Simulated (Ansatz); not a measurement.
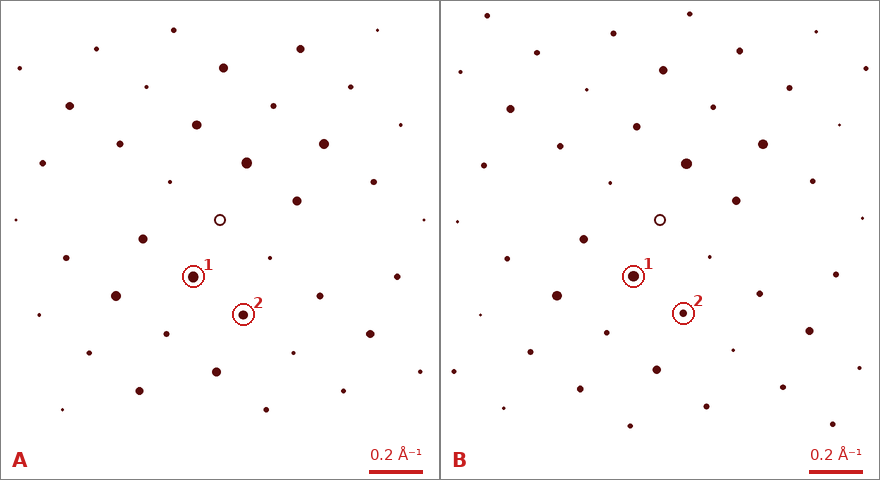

Kinematic electron diffraction patterns (200 kV, B = 0.5 Å², same scale) along [011] of the run's own cell, for the start and the end of one relaxation of GeI with Ansatz 0.2.0, DFT PBE, scalar-relativistic, plane waves, PAW. k mesh 12×12×8. The start is a generated model structure, and the relaxation ends in the nearest stationary point of its symmetry, not necessarily the ground state. Spot 1 is -1 1 -1 and spot 2 is -2 1 -1 in both.

Start structure:

```yaml
crystal:
  lattice:
    - [2.24421, -6.78040, 0.00000]
    - [2.24421, 6.78040, 0.00000]
    - [0.00000, 0.00000, 5.44420]
  atoms:
    - { symbol: Ge, position: [0.00080, 0.99920, 0.75000] }
    - { symbol: Ge, position: [0.99920, 0.00080, 0.25000] }
    - { symbol: I, position: [0.62839, 0.37161, 0.75000] }
    - { symbol: I, position: [0.37161, 0.62839, 0.25000] }
```

Q: Which pattern belongs to the start structure, and which to the relaxed one?

A: B is the start: its cell gives d(1) = 4.245 Å, d(2) = 2.749 Å and an angle of 39.2°. A is the relaxed structure, with d(1) = 4.199 Å (-1.1 %), d(2) = 2.705 Å (-1.6 %) and 39.0°.

Q: Name reflections whose intensity changes strongly on relaxation.

A: 2 -3 3 goes from 9.8 to 4.4 % of the strongest spot; 2 -1 1 goes from 25 to 52 % of the strongest spot.

Q: What did the relaxation do to the structure and the energy?

A: The volume changed by -4.0 % to 39.78 Å³ an atom; with the mean shift removed, the atoms moved by up to 0.17 Å relative to the cell (Ge most); the space group stayed Cmcm (No. 63); the free energy fell by 14 meV an atom. Relaxed cell: a = 6.904 Å, b = 6.904 Å, c = 5.478 Å, α = 90.00°, β = 90.00°, γ = 142.46°.
